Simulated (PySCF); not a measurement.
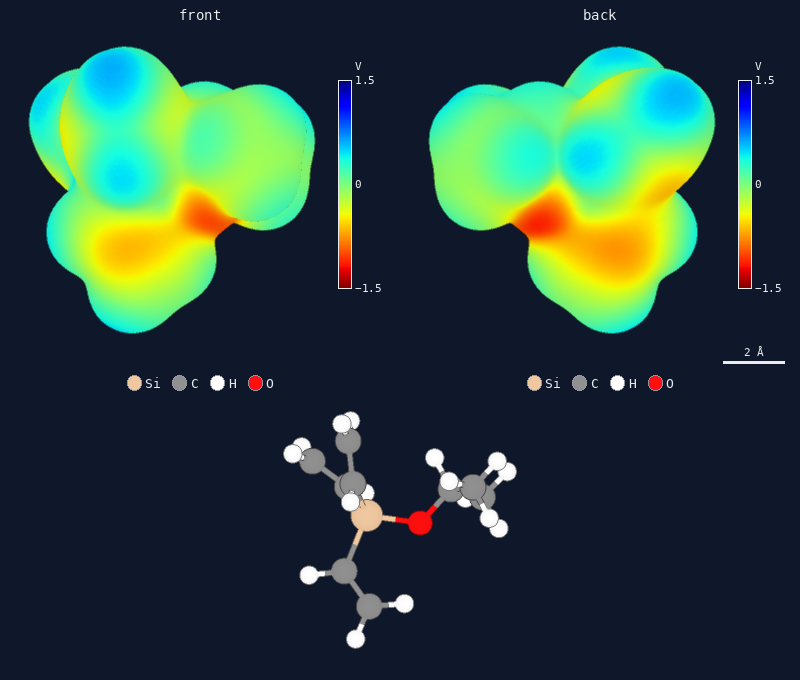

Figure. C9H16OSi (Si(vinyl)3(OiPr)). The electrostatic potential painted on the density surface at 0.001 e/bohr³, seen from the front and from behind; the colour scale runs from red (negative) to blue (positive). The bare structure is drawn below in the same view.

Geometry: PBE0-D3(BJ)/def2-SVP.

These are results of PBE0/pcSseg-1, SCF density, gas phase, non-relativistic in PySCF 2.14.0, not measurements.

```json
{"atom": "Si", "x (Å)": "0.4126", "y (Å)": "0.8590", "z (Å)": "-0.2660"}
{"atom": "C", "x (Å)": "0.2889", "y (Å)": "1.4012", "z (Å)": "1.5251"}
{"atom": "C", "x (Å)": "0.9726", "y (Å)": "0.8606", "z (Å)": "2.5419"}
{"atom": "H", "x (Å)": "-0.4473", "y (Å)": "2.1818", "z (Å)": "1.7627"}
{"atom": "H", "x (Å)": "1.7156", "y (Å)": "0.0714", "z (Å)": "2.3806"}
{"atom": "H", "x (Å)": "0.8225", "y (Å)": "1.1764", "z (Å)": "3.5809"}
{"atom": "C", "x (Å)": "2.1004", "y (Å)": "0.1270", "z (Å)": "-0.6182"}
{"atom": "C", "x (Å)": "3.2461", "y (Å)": "0.4755", "z (Å)": "-0.0195"}
{"atom": "H", "x (Å)": "2.1530", "y (Å)": "-0.6094", "z (Å)": "-1.4329"}
{"atom": "H", "x (Å)": "3.2736", "y (Å)": "1.2132", "z (Å)": "0.7904"}
{"atom": "H", "x (Å)": "4.2116", "y (Å)": "0.0484", "z (Å)": "-0.3145"}
{"atom": "C", "x (Å)": "0.0451", "y (Å)": "2.2762", "z (Å)": "-1.4152"}
{"atom": "C", "x (Å)": "-1.0143", "y (Å)": "2.2891", "z (Å)": "-2.2325"}
{"atom": "H", "x (Å)": "0.7309", "y (Å)": "3.1341", "z (Å)": "-1.4258"}
{"atom": "H", "x (Å)": "-1.7150", "y (Å)": "1.4475", "z (Å)": "-2.2559"}
{"atom": "H", "x (Å)": "-1.2222", "y (Å)": "3.1277", "z (Å)": "-2.9070"}
{"atom": "O", "x (Å)": "-0.7691", "y (Å)": "-0.2717", "z (Å)": "-0.6169"}
{"atom": "C", "x (Å)": "-0.9430", "y (Å)": "-1.4904", "z (Å)": "0.0817"}
{"atom": "C", "x (Å)": "-1.0878", "y (Å)": "-2.6054", "z (Å)": "-0.9371"}
{"atom": "C", "x (Å)": "-2.1448", "y (Å)": "-1.3763", "z (Å)": "1.0023"}
{"atom": "H", "x (Å)": "-0.0467", "y (Å)": "-1.6993", "z (Å)": "0.7014"}
{"atom": "H", "x (Å)": "-1.9616", "y (Å)": "-2.4148", "z (Å)": "-1.5794"}
{"atom": "H", "x (Å)": "-1.2212", "y (Å)": "-3.5803", "z (Å)": "-0.4442"}
{"atom": "H", "x (Å)": "-0.1975", "y (Å)": "-2.6578", "z (Å)": "-1.5808"}
{"atom": "H", "x (Å)": "-1.9984", "y (Å)": "-0.5610", "z (Å)": "1.7257"}
{"atom": "H", "x (Å)": "-3.0491", "y (Å)": "-1.1575", "z (Å)": "0.4132"}
{"atom": "H", "x (Å)": "-2.3073", "y (Å)": "-2.3110", "z (Å)": "1.5605"}
```

**Which sites attract a positive test charge, and which a negative one?**

A positive charge is drawn to the negative regions and a negative charge to the positive ones. The most negative region (about −1.1 V) lies over O17, the most positive (about +0.6 V) over H6 and H11. O17 is the likeliest acceptor of a hydrogen bond.

**How polar is the molecule by this calculation?**

Its dipole moment is 1.20 D.
